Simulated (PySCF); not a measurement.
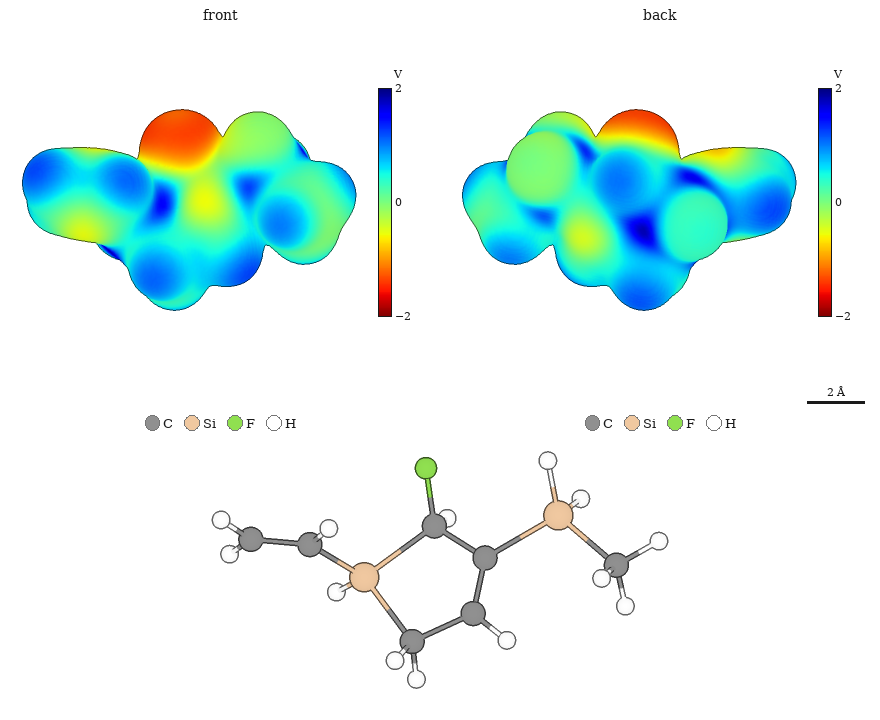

Figure 1: C7H13FSi2. The molecular electrostatic potential painted on the density surface at 0.004 e/bohr³, seen from the front and from behind; red is negative and blue positive. The bare structure is drawn below in the same view.

Geometry: GFN2-xTB.

Computed with PySCF, PBE0/pcSseg-1, SCF density, gas phase, non-relativistic.

The calculation's input:

```
{"job": {"kind": "nmr", "xc": "PBE0", "basis": "pcSseg-1"}, "charge": 0, "multiplicity": 1}
C     -4.153415     1.238262     0.262545
C     -2.888218     0.902197     0.461733
Si    -1.790502     0.068758    -0.813817
C     -0.988613    -1.542647    -0.172786
C      0.436006    -1.164623     0.103791
C      0.902188     0.029559    -0.247849
Si     2.647197     0.681444     0.044563
C      3.718065    -0.658448     0.855834
C     -0.075061     0.945546    -0.936553
F     -0.064793     2.205284    -0.337954
H     -4.750066     1.724053     1.019238
H     -4.649950     1.042132    -0.673520
H     -2.438300     1.132147     1.421123
H     -2.424325    -0.082181    -2.128772
H     -1.014861    -2.341734    -0.916229
H     -1.449497    -1.951449     0.728007
H      1.065644    -1.896927     0.589464
H      3.224345     1.039716    -1.262203
H      2.595337     1.866340     0.907201
H      3.329036    -0.949449     1.827049
H      4.729119    -0.293120     1.005149
H      3.781555    -1.550789     0.240344
H      0.254355     1.128791    -1.966279
```

Command:

```sh
OMP_NUM_THREADS=1 python probes_run.py task.json out
```

Which sites attract a positive test charge, and which a negative one?

Answer. A positive charge is drawn to the negative regions and a negative charge to the positive ones. The most negative region (about −1.4 V) lies over F10, the most positive (about +1.7 V) over Si3.
